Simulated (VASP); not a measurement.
Band structure of Al2O3 (space group R-3). Method: r2SCAN meta-GGA, VASP's PBE PAW potentials (set 64) (plane waves; VASP).

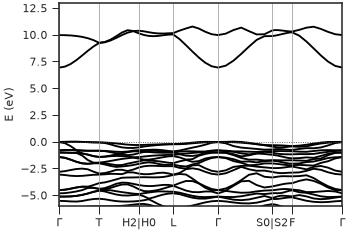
Figure. Bands along high-symmetry lines, zero at the valence-band maximum or, without a gap, the Fermi level

Question: Read the plot: is there a gap, and where are the band edges?

Answer: The gap is indirect, 6.92 eV, from the valence maximum at Γ-S0 at 0.29 to the conduction minimum at Γ.

The structure comes from a computed database's Al2O3 entry (R-3); how it stands against other phases isn't given here. It was relaxed first.
